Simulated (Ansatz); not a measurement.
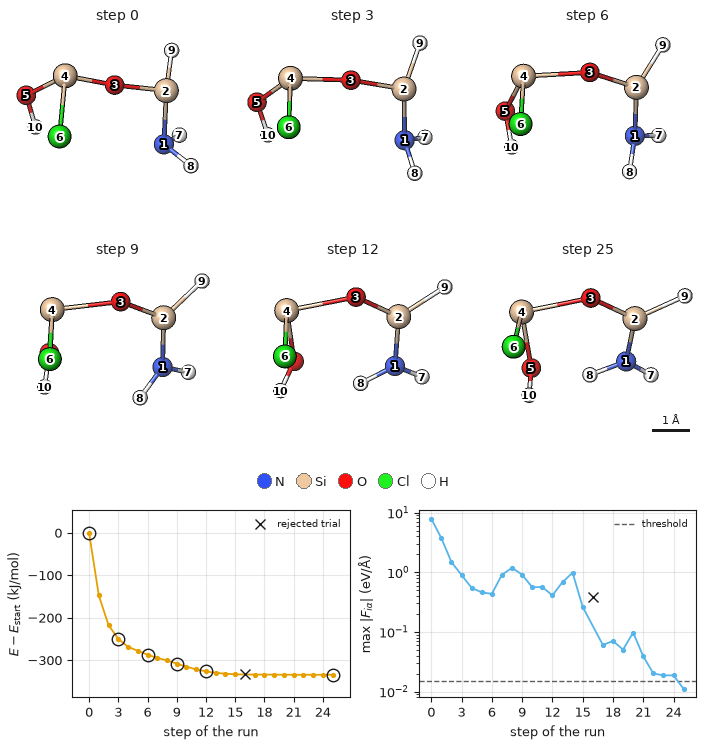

Frames of a relaxation of Si₂NH₄O₂Cl, marked on the history of the run. Style: ball-and-stick. Shown at a tilt.

The run prepares an end point of a later path (inversion) calculation, from a guessed geometry.

Level of theory: Ansatz 0.2.0, RKS PBE/def2-SVP.

The input:
```yaml
crystal:
  periodic: [false, false, false]
  atoms:
    - { symbol: "N", position_ang: [0.521, -1.8344, 0.4917] }
    - { symbol: Si, position_ang: [0.9531, -0.3725, 1.3139] }
    - { symbol: O, position_ang: [0.1702, 0.7138, 0.5946] }
    - { symbol: Si, position_ang: [-0.4791, 1.8081, -0.1037] }
    - { symbol: O, position_ang: [-0.4827, 1.3809, -1.7363] }
    - { symbol: Cl, position_ang: [-2.5107, 1.3549, 0.3927] }
    - { symbol: H, position_ang: [1.41389, -2.29809, 0.30077] }
    - { symbol: H, position_ang: [0.13078, -2.40996, 1.25292] }
    - { symbol: H, position_ang: [2.3703, -0.1367, 0.9617] }
    - { symbol: H, position_ang: [-0.7582, 0.4764, -1.8679] }
basis:
  gaussian: { orbitals: def2-SVP }
hamiltonian:
  xc: pbe
relax:
  f_tol: 0.015
  max_steps: 40
output:
  orbitals: {}
```

Command:
```bash
ansatz run input.yaml --threads 2 --pin off --max-ram 3072MiB --backend cpu --events-out ev --progress --plain --runs-dir out
```

Question: Describe the path.

Answer: The atom that moves furthest after the best rigid fit is H8 (2.19 Å). Largest moves by element: H 2.19 Å, O 1.43 Å, Cl 0.78 Å, Si 0.63 Å, N 0.62 Å. Among the contacts that change: O3–Si4 1.451 → 1.924 Å, Si4–O5 1.688 → 1.770 Å, Si2–O3 1.520 → 1.589 Å, N1–Si2 1.732 → 1.676 Å. Among the angles between lasting bonds that change: Si2–O3–Si4 175.5° → 127.1°, Si2–N1–H7 104.7° → 128.4°, N1–Si2–O3 104.5° → 121.9°. Groups turn about Si4–O5 by about 55°. The energy falls by 334.0 kJ/mol in 24 accepted moves (25 points after the start). Largest force component: 7.9 eV/Å at the start, 0.011 eV/Å at the end. The line search rejected the trial step at point 16 of the run. From step 0 to 3: Cl6 moves most (0.46 Å), energy −249.4 kJ/mol. From step 3 to 6: H8 moves most (0.58 Å), energy −37.4 kJ/mol. From step 6 to 9: H8 moves most (0.58 Å), energy −20.9 kJ/mol. From step 9 to 12: H8 moves most (0.58 Å), energy −18.4 kJ/mol. From step 12 to 25: H10 moves most (0.49 Å), energy −7.97 kJ/mol.

```tsv
step	E − E(0), kJ/mol	largest force component, eV/Å	note
0	0.00	7.9310	
1	-147.37	3.7360	
2	-217.44	1.4837	
3	-249.43	0.9000	
4	-268.27	0.5482	
5	-277.63	0.4606	
6	-286.79	0.4348	
7	-294.29	0.9110	
8	-300.27	1.1916	
9	-307.68	0.9127	
10	-314.98	0.5617	
11	-321.54	0.5671	
12	-326.06	0.4104	
13	-329.44	0.6862	
14	-331.41	0.9856	
15	-333.14	0.2629	
16	-331.86	0.3873	rejected
17	-333.56	0.0604	
18	-333.61	0.0706	
19	-333.84	0.0505	
20	-333.89	0.0976	
21	-333.97	0.0390	
22	-334.01	0.0201	
23	-334.02	0.0186	
24	-334.03	0.0187	
25	-334.03	0.0110
```
